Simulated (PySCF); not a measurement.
# BFH5P: the cost of one run

The runs use PySCF 2.14.0, with density-fitted response routines of our own; the level of theory stands in each step. All values are computed, except where a source is named. Atoms count from 0, in the outputs and in this text.

### Step 1. The molecule as given

8 atoms, charge 0, multiplicity 1; geometry from: GFN2-xTB. The atoms were then displaced at random by about 0.01 Å, so the start is not that level's minimum.

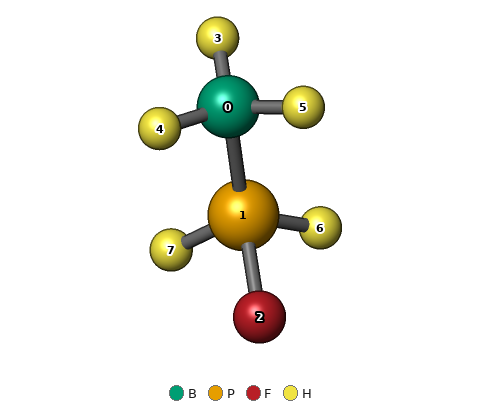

The starting geometry (boron teal, phosphorus amber, fluorine red, hydrogen yellow), atoms numbered.

### Step 2. Geometry optimisation at PBE0-D3(BJ)/def2-SVP

What the job is given:

```
{"job": {"xc": "PBE0", "basis": "def2-SVP", "d3": "d3bj", "grid": 1, "shake": 0.01, "kind": "geom"}, "charge": 0, "multiplicity": 1}
B      1.122220     0.118100     0.093570
P     -0.767040    -0.209060    -0.003880
F     -1.570880     0.935880    -0.837690
H      1.595540    -0.753050     0.710060
H      1.456120     0.157340    -1.056010
H      1.179370     1.199360     0.639170
H     -1.627130    -0.198840     1.084650
H     -1.333060    -1.268870    -0.682330
```

Started as:

```sh
$ OMP_NUM_THREADS=1 python probes_run.py task.json out
```

The driver reads the jobs from task.json and runs them one after another.

Q: Estimate the wall time and peak memory of this first job on 1 thread of Arm Neoverse V1, shared host.

About 11 s, with a peak of 0.31 GiB.
